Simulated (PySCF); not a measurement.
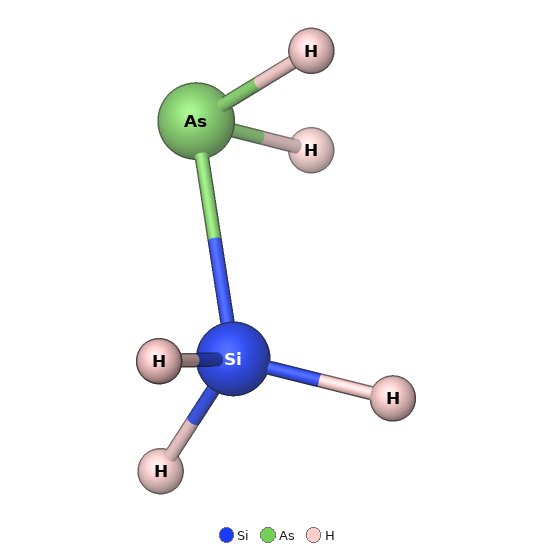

Orthographic view. Atoms fade into the background with distance from the viewer. Computed geometry: PBE0-D3(BJ)/def2-SVP optimisation. No frequency run is at hand to confirm it as a minimum.

Q: Give the standard InChI.

A: InChI=1S/AsH5Si/c1-2/h1H2,2H3
